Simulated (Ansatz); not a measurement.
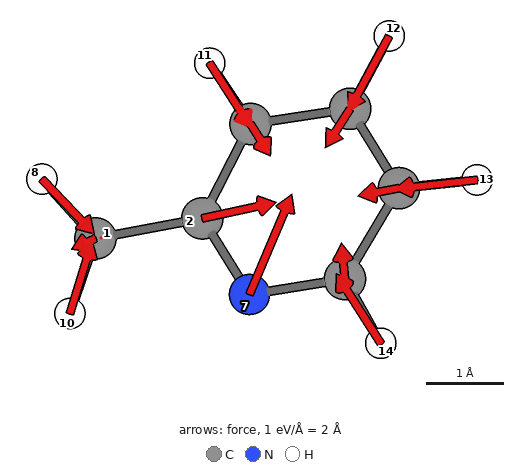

Starting geometry of C₆H₇N with the computed forces as red arrows. A ball-and-stick model, seen from a free direction.

The start comes from PBE-D4/def2-SVP.

Method: Ansatz 0.2.0, RKS PBE0-D4/def2-TZVP.

The input:
```yaml
crystal:
  periodic: [false, false, false]
  atoms:
    - {symbol: C, position_ang: [1.545683, 0.596630, 1.505095]}
    - {symbol: C, position_ang: [0.501966, 0.272042, 0.466396]}
    - {symbol: C, position_ang: [-0.057549, -1.022351, 0.373045]}
    - {symbol: C, position_ang: [-1.014028, -1.285503, -0.613452]}
    - {symbol: C, position_ang: [-1.393812, -0.247460, -1.478287]}
    - {symbol: C, position_ang: [-0.785510, 1.004388, -1.306984]}
    - {symbol: N, position_ang: [0.135325, 1.266780, -0.365932]}
    - {symbol: H, position_ang: [1.197677, 0.335264, 2.525355]}
    - {symbol: H, position_ang: [2.482847, 0.028210, 1.325270]}
    - {symbol: H, position_ang: [1.778516, 1.676228, 1.466222]}
    - {symbol: H, position_ang: [0.258786, -1.811095, 1.073406]}
    - {symbol: H, position_ang: [-1.459074, -2.288475, -0.706604]}
    - {symbol: H, position_ang: [-2.145747, -0.401061, -2.266683]}
    - {symbol: H, position_ang: [-1.058179, 1.847102, -1.968048]}
basis:
  gaussian: {orbitals: def2-TZVP}
hamiltonian: {xc: pbe0, dispersion: d4}
relax: {f_tol: 0.005, max_steps: 150}
```

Run as
```bash
ansatz run in.yaml --threads 2 --pin off --events-out ev --progress --plain --max-ram 22528MiB --backend cuda --devices 0, --max-vram 18GiB
```

Q: Is this structure relaxed? If not, where do the atoms go?

A: It isn't relaxed: the largest force vector, on N7, is 0.74 eV/Å. The final displacements have little in common with the starting forces (cosine between the two patterns 0.24). The atom that moves furthest after the best rigid fit is H9 (0.85 Å). Largest moves by element: H 0.85 Å, N 0.17 Å, C 0.16 Å. Among the contacts that change: C2–C3 1.413 → 1.392 Å, C3–H11 1.101 → 1.084 Å, C6–N7 1.343 → 1.326 Å, C5–C6 1.402 → 1.387 Å. Groups turn about C1–C2 by about 55°. Over 37 accepted moves (53 points after the start) the energy falls by 2.13 kcal/mol. Largest force component: 0.7 eV/Å at the start, 0.0023 eV/Å at the end. The line search rejected the trial steps at points 5, 6, 9, 10, 13, 14, 17, 18 and more of the run. The run took about 230 s of wall time on a shared GPU.
